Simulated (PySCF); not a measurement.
# SiH3Cl (chlorosilane): SCS-MP2/aug-cc-pVDZ

What is the energy change on altering one bond length of SiH3Cl (chlorosilane) at SCS-MP2/aug-cc-pVDZ? The job is set up through a Python script.

Program for the calculation: PySCF 2.14.0.

3 further runs of the same task are left out: 3 set aside as unsound or not needed. Runs told in other sessions of the task aren't counted.

## 1. Starting point

SiH3Cl: 5 atoms, total charge 0, spin state singlet. As SMILES, `[SiH3]Cl`. Geometry: relaxed at PBE0-D4/def2-TZVP.

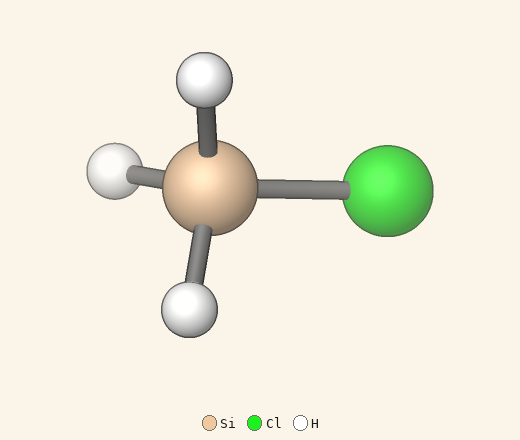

The structure, seen from a chosen angle (silicon light orange, chlorine green, hydrogen white).

## 2. A single-point energy at SCS-MP2/aug-cc-pVDZ

The input, input.py:

```python
from pyscf import gto, mp

system = gto.M(
    atom=[
    ('Si', (-0.112000, 0.018600, -0.030900)),
    ('Cl', (1.838300, -0.513500, 0.329900)),
    ('H', (-0.950900, -0.488300, 1.079100)),
    ('H', (-0.534700, -0.585700, -1.314900)),
    ('H', (-0.190800, 1.495400, -0.104700)),
],
    charge=0,
    verbose=3,
    max_memory=1860,
    basis='aug-cc-pvdz',
)

mf = system.RHF()
mf.conv_tol = 1e-10
mf.kernel()
if not mf.converged:
    mf = mf.newton().run(mf.mo_coeff, mf.mo_occ)

pt = mp.MP2(mf, frozen=10).run()
e_final = mf.e_tot + 1.2 * pt.e_corr_os + pt.e_corr_ss / 3
print(f'total energy: {e_final:.8f} hartree')
```

On the command line:

```sh
$ OMP_NUM_THREADS=1 python input.py
```

Log:

```text
converged SCF energy = -750.225540757032
E(RMP2) = -750.482038017709  E_corr = -0.256497260677165
E(SCS-RMP2) = -750.485664617074  E_corr = -0.260123860042666
total energy: -750.48566462 hartree
```

Run time: 1.3 s. Hardware: 1 thread of Arm Neoverse V2, shared host; peak memory 0.17 GiB.

## 3. The distorted shape

The input, calc.py:

```python
from pyscf import gto, mp

mol = gto.M(
    atom=[
    ('Si', (-0.017442, -1.753530, 0.057658)),
    ('Cl', (1.932858, -2.285630, 0.418458)),
    ('H', (-0.856342, -2.260430, 1.167658)),
    ('H', (-0.440142, -2.357830, -1.226342)),
    ('H', (-0.190800, 1.495400, -0.104700)),
],
    max_memory=1860,
    basis='aug-cc-pvdz',
    charge=0,
    verbose=3,
    spin=0,
)

calc0 = mol.RHF()
calc0.conv_tol = 1e-10
calc0.kernel()
if not calc0.converged:
    calc0 = calc0.newton().run(calc0.mo_coeff, calc0.mo_occ)

pt = mp.MP2(calc0, frozen=10).run()
e_final = calc0.e_tot + 1.2 * pt.e_corr_os + pt.e_corr_ss / 3
print('E = %.10f Eh' % e_final)
```

On the command line:

```sh
$ OMP_NUM_THREADS=1 python calc.py
```

Log:

```text
converged SCF energy = -750.029833937838
E(RMP2) = -750.311576428836  E_corr = -0.281742490997965
E(SCS-RMP2) = -750.318967310945  E_corr = -0.289133373107411
E = -750.3189673109 Eh
```

Run time: 1.3 s. Hardware: 1 thread of Arm Neoverse V2, shared host; peak memory 0.17 GiB.

## 4. Results

At SCS-MP2/aug-cc-pVDZ, 10 core orbitals frozen:

| quantity | value |
| --- | --- |
| first shape: total energy | -750.48566 Eh |
| first shape: dipole moment (Hartree–Fock density) | 1.55 D |
| first shape: HOMO energy (Hartree–Fock orbitals) | -12.28 eV |
| first shape: LUMO energy (Hartree–Fock orbitals) | 1.04 eV |
| first shape: HOMO–LUMO gap (Hartree–Fock orbitals) | 13.33 eV |
| first shape: correlation energy (10 core orbitals frozen) | -260.1 mEh |
| distorted shape: total energy | -750.31897 Eh |
| distorted shape: dipole moment (Hartree–Fock density) | 3.51 D |
| distorted shape: HOMO energy (Hartree–Fock orbitals) | -8.29 eV |
| distorted shape: LUMO energy (Hartree–Fock orbitals) | -1.32 eV |
| distorted shape: HOMO–LUMO gap (Hartree–Fock orbitals) | 6.97 eV |
| distorted shape: correlation energy (10 core orbitals frozen) | -289.1 mEh |
| energy change with the Si1–H5 bond stretched from 1.481 to 3.258 Å | 4.536 eV |

In words: One bond (distorted shape) is far stretched, which a spin-restricted single reference describes badly; perturbation theory on it can break down and give far too much correlation. With the Si1–H5 bond stretched from 1.481 to 3.258 Å the energy rises by 4.54 eV (105 kcal/mol). The first shape isn't relaxed at this level, so the change isn't measured from a minimum. A restricted reference can't describe the breaking bond well at this length. Mulliken charges (distorted shape) of the mean-field density run from -0.45 on Cl2 to +0.70 on Si1; in a basis this large or diffuse they mean little.
